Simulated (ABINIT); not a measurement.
# BAs (F-43m): G0W0 in ABINIT against the bands in the self-energy, part 2 of 2

Wanted: the cheapest bands in the self-energy that holds the gap of BAs (F-43m).

ABINIT 10.8.3; LDA and many-body steps on it, plane waves. Known limits of the many-body steps: not at the basis limit; exchange with frozen shells missing; no spin-orbit coupling; coarse k mesh.

So far. Step 2 (Screening, 4×4×4 mesh, 90 bands, screening to 217.7 eV): Local fields lower ε∞ by 9 %. On a Γ-centred mesh this coarse the value itself is usually too large, while a short band sum pulls it down.

**4. 29 bands**

Level of this step: G0W0 on LDA, plane waves, norm-conserving pseudopotentials (ABINIT).

The self-energy is evaluated for the states that the input lists, and the levels follow from it, in one-shot runs by the linearised quasiparticle equation.

The input, run.abi:

```
acell 3*1.0 Angstrom
rprim 
  -0.000000000000 2.388500000000 2.388500000000
  2.388500000000 -0.000000000000 2.388500000000
  2.388500000000 2.388500000000 -0.000000000000
ntypat 2
znucl 5 33
natom 2
typat 1 2
xred 
  0.000000000000 0.000000000000 0.000000000000
  0.250000000000 0.250000000000 0.250000000000
pp_dirpath "pseudos"
pseudos "B.upf, As.upf"
ecut 34
ngkpt 4 4 4
nshiftk 1
shiftk 0 0 0
kptopt 1
chksymbreak 0
istwfk *1
occopt 1
irdwfk 1
optdriver 4
nband 29
gwcalctyp 0
ecutsigx 34
symsigma 1
nkptgw 2
kptgw 
  0.0000000000 0.0000000000 0.0000000000
  0.5000000000 0.5000000000 0.0000000000
bdgw 
  7 12
  8 11
ecuteps 8
irdscr 1
ppmodel 1
indata_prefix "in"
outdata_prefix "out"
tmpdata_prefix "tmp"
```

Run with:

```bash
> OMP_NUM_THREADS=1 mpirun -n 4 abinit run.abi > log
```

The program printed:

```text
.Version 10.8.3 of ABINIT. v10.8.2 released Aug 2026.

 Symmetries : space group F-4 3 m (#216); Bravais cF (face-center cubic)
[... echo of the input left out ...]
== DATASET  1 ==================================================================
-   mpi_nproc: 4, omp_nthreads: 1 (-1 if OMP is not activated)

--- !DatasetInfo
iteration_state: {dtset: 1, }
dimensions: {natom: 2, nkpt: 8, mband: 29, nsppol: 1, nspinor: 1, nspden: 1, mpw: 1807, }
cutoff_energies: {ecut:  34.0, pawecutdg:  -1.0, }
electrons: {nelect:   1.80000000E+01, charge:   0.00000000E+00, occopt:   1.00000000E+00, tsmear:   1.00000000E-02, }

 SIGMA: Calculation of the GW corrections

 Based on a program developped by R.W. Godby, V. Olevano, G. Onida, and L. Reining.
 Incorporated in ABINIT by V. Olevano, G.-M. Rignanese, and M. Torrent.
.Using double precision arithmetic ; gwpc =  8

[... cell and pseudopotentials left out ...]
--------------------------------------------------------------------------------

 ==== K-mesh for the wavefunctions ====
 Number of points in the irreducible wedge :     8
[... list of points left out ...]
 Together with 24 symmetry operations and time-reversal symmetry
 yields    64 points in the full Brillouin Zone.

 ==== Q-mesh for screening function ====
 Number of points in the irreducible wedge :     8
[... list of points left out ...]
 Together with 24 symmetry operations and time-reversal symmetry
 yields    64 points in the full Brillouin Zone.

 vcoul_init : cutoff-mode = AUXILIARY_FUNCTION
 q-points for optical limit:   1
     1)      0.000010    0.000020    0.000030
 setmesh: FFT mesh size selected  =    36x   36x   36
          total number of points  =        46656

 Number of electrons calculated from density =   18.0000; Expected =   18.0000
[...]
number of omega for Sigma on real axis              0
 max omega for Sigma on real axis  [eV]           0.00
 zcut for avoiding poles [eV]                     0.10

 EPSILON^-1 parameters (SCR file):
 dimension of the eps^-1 matrix on file            181
 dimension of the eps^-1 matrix used               181
 number of plane-waves for wavefunctions          1807
 number of bands                                    90
 number of q-points in IBZ                           8
 number of frequencies                               2
 number of real frequencies                          1
 number of imag frequencies                          1

 matrix elements of self-energy operator (all in [eV])

 Perturbative Calculation

--- !SelfEnergy_ee
iteration_state: {dtset: 1, }
kpoint     : [   0.000,    0.000,    0.000, ]
spin       : 1
KS_gap     :    3.265
QP_gap     :    4.111
Delta_QP_KS:    0.846
data: !SigmaeeData |
     Band     E0 <VxcDFT>   SigX SigC(E0)      Z dSigC/dE  Sig(E)    E-E0       E
        7   6.440 -13.886 -15.788   1.738   0.809  -0.236 -14.019  -0.133   6.307
        8   6.440 -13.886 -15.788   1.738   0.809  -0.236 -14.019  -0.133   6.307
        9   6.440 -13.886 -15.788   1.738   0.809  -0.236 -14.019  -0.133   6.307
[...]
--- !SelfEnergy_ee
iteration_state: {dtset: 1, }
kpoint     : [   0.500,    0.500,    0.000, ]
spin       : 1
KS_gap     :    5.421
QP_gap     :    6.655
Delta_QP_KS:    1.234
data: !SigmaeeData |
     Band     E0 <VxcDFT>   SigX SigC(E0)      Z dSigC/dE  Sig(E)    E-E0       E
[...]
10   7.792 -11.361  -6.620  -3.835   0.822  -0.216 -10.616   0.745   8.537
       11   7.889 -11.104  -6.492  -3.829   0.819  -0.220 -10.462   0.641   8.531

== END DATASET(S) ==============================================================
================================================================================

 -outvars: echo values of variables after computation  --------
           etotal      0.0000000000E+00
            nband          29
             nkpt           8
          spgroup         216
 [... the other variables as echoed above ...]

 Calculation completed.
```

It took 3.8 s on 4 MPI ranks of Arm Neoverse V1, shared host; peak memory 0.45 GiB.

Numbers from this step:

| Item | Value |
| --- | --- |
| G0W0 gap on the points computed | 2.224 eV |
| starting gap on the mesh | 1.351 eV |
| k of the valence top | 0, 0, 0 |
| k of the conduction bottom | 0.5, 0.5, 0 |
| Z at the valence top | 0.809 |
| Z at the conduction bottom | 0.819 |
| least direct G0W0 gap on the computed points | 4.111 eV |

The gap on the mesh goes from 1.35 eV to 2.22 eV, a correction of +0.87 eV.

**5. 56 bands**

run.abi: that of step 4 with these lines changed.

```diff
@@ -24,3 +24,3 @@
 optdriver 4
-nband 29
+nband 56
 gwcalctyp 0
```

The program printed:

```text
.Version 10.8.3 of ABINIT. v10.8.2 released Aug 2026.

 Symmetries : space group F-4 3 m (#216); Bravais cF (face-center cubic)
[... echo of the input left out ...]
== DATASET  1 ==================================================================
-   mpi_nproc: 4, omp_nthreads: 1 (-1 if OMP is not activated)

--- !DatasetInfo
iteration_state: {dtset: 1, }
dimensions: {natom: 2, nkpt: 8, mband: 56, nsppol: 1, nspinor: 1, nspden: 1, mpw: 1807, }
cutoff_energies: {ecut:  34.0, pawecutdg:  -1.0, }
[...]
Band     E0 <VxcDFT>   SigX SigC(E0)      Z dSigC/dE  Sig(E)    E-E0       E
[...]
10   7.792 -11.361  -6.620  -4.179   0.819  -0.220 -10.900   0.460   8.252
       11   7.889 -11.104  -6.492  -4.158   0.817  -0.224 -10.733   0.371   8.260

== END DATASET(S) ==============================================================
================================================================================

 -outvars: echo values of variables after computation  --------
           etotal      0.0000000000E+00
            nband          56
             nkpt           8
          spgroup         216
 [... the other variables as echoed above ...]

 Calculation completed.
```

Elapsed: 4.9 s, on 4 MPI ranks; peak memory 0.46 GiB; 19 s of CPU time.

Numbers from this step:

| Item | Value |
| --- | --- |
| G0W0 gap on the points computed | 2.316 eV |
| starting gap on the mesh | 1.351 eV |
| k of the valence top | 0, 0, 0 |
| k of the conduction bottom | 0.5, 0.5, 0 |
| least direct G0W0 gap on the computed points | 4.120 eV |

Against the run before, the gap moves by +0.092 eV.

**6. 90 bands**

run.abi: that of step 5 with these lines changed.

```diff
@@ -24,3 +24,3 @@
 optdriver 4
-nband 56
+nband 90
 gwcalctyp 0
```

The program printed:

```text
.Version 10.8.3 of ABINIT. v10.8.2 released Aug 2026.

 Symmetries : space group F-4 3 m (#216); Bravais cF (face-center cubic)
[... echo of the input left out ...]
== DATASET  1 ==================================================================
-   mpi_nproc: 4, omp_nthreads: 1 (-1 if OMP is not activated)

--- !DatasetInfo
iteration_state: {dtset: 1, }
dimensions: {natom: 2, nkpt: 8, mband: 90, nsppol: 1, nspinor: 1, nspden: 1, mpw: 1807, }
cutoff_energies: {ecut:  34.0, pawecutdg:  -1.0, }
[...]
Band     E0 <VxcDFT>   SigX SigC(E0)      Z dSigC/dE  Sig(E)    E-E0       E
[...]
10   7.792 -11.361  -6.620  -4.283   0.819  -0.221 -10.986   0.374   8.166
       11   7.889 -11.104  -6.492  -4.258   0.816  -0.225 -10.815   0.288   8.178

== END DATASET(S) ==============================================================
================================================================================

 -outvars: echo values of variables after computation  --------
           etotal      0.0000000000E+00
            nband          90
             nkpt           8
          spgroup         216
 [... the other variables as echoed above ...]

 Calculation completed.
```

It took 6.4 s on 4 MPI ranks; peak memory 0.53 GiB; 25 s of CPU time.

This step gave:

| Property | Result |
| --- | --- |
| G0W0 gap on the points computed | 2.355 eV |
| starting gap on the mesh | 1.351 eV |
| k of the valence top | 0, 0, 0 |
| k of the conduction bottom | 0.5, 0.5, 0 |
| least direct G0W0 gap on the computed points | 4.132 eV |

Against the run before, the gap moves by +0.039 eV.

**7. Side by side**

Times are wall times on 4 MPI ranks of Arm Neoverse V1, shared host, good to a factor of about two. A run's time includes the screening step that it read.

```
     run   mesh  bands  screening cutoff (eV)  DFT gap (eV)  gap on the mesh (eV)  direct (eV)  ε∞ used  time
17 bands  4×4×4     17                  217.7         1.351                 2.139        4.188    14.15  17 s
29 bands  4×4×4     29                  217.7         1.351                 2.224        4.111    14.15  17 s
56 bands  4×4×4     56                  217.7         1.351                 2.316        4.120    14.15  18 s
90 bands  4×4×4     90                  217.7         1.351                 2.355        4.132    14.15  20 s
```

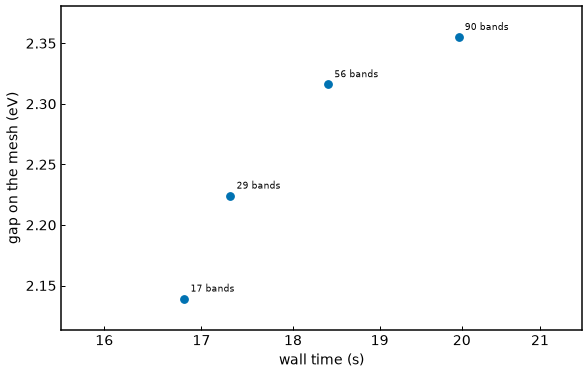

Result against wall time.

**8. Outcome**

| Quantity | Value |
| --- | --- |
| 17 bands | 2.139 eV |
| 29 bands | 2.224 eV |
| 56 bands | 2.316 eV |
| 90 bands | 2.355 eV |
| known limits | not at the basis limit; exchange with frozen shells missing; no spin-orbit coupling; coarse k mesh |

In words: The setting moved: bands in the self-energy. From 17 bands to 90 bands the gap moves by +0.22 eV. The last step still moves it by +0.039 eV. Bands and screening cutoff are coupled, so a series along one setting does not show full convergence. Bands and cutoff are finite, so the gap is not at the basis limit. The miss can reach some tenths of an eV and take either sign; the mesh is an error of its own. In the G0W0 runs levels were corrected at 2 k points alone, so a gap called «on the mesh» is the least over those, and an edge elsewhere would be missed. The 4×4×4 mesh is coarse for this cell, which bears on the long-range parts of exchange and screening. The norm-conserving file of at least one element keeps a d shell over frozen s and p shells of the same row. Exchange with those shells is missing from the self-energy, an error of 0.3 to 0.9 eV in cases checked, whose sign depends on which edge lies on those atoms. The many-body steps are scalar-relativistic: spin-orbit coupling is not in them.

[Paths, hosts, dates, memory and timing lines, banners, echoed tables and standing remarks are left out of the program output.]

[Logs are printed without paths, hosts, clocks, repeated set-up lines and the standing remarks that a program may print on its own settings, such as how far it seeks lower states.]

[Runs of the session that timed out or met a known fault of the program may be left out.]

[Hosts, paths, dates, database ids (printed as entryN), source tags and the programs' standing remarks are cut or masked in the printed files.]

[G0W0 gaps are taken among the corrected bands and points alone; a level outside them can change the order at an edge.]

[Where Ansatz stands beside ABINIT at settings called matched, ABINIT's density can come from a denser mesh and the files from another edition; pairs whose starting gaps differed by over 0.03 eV were left out, so agreement reads better than it is.]
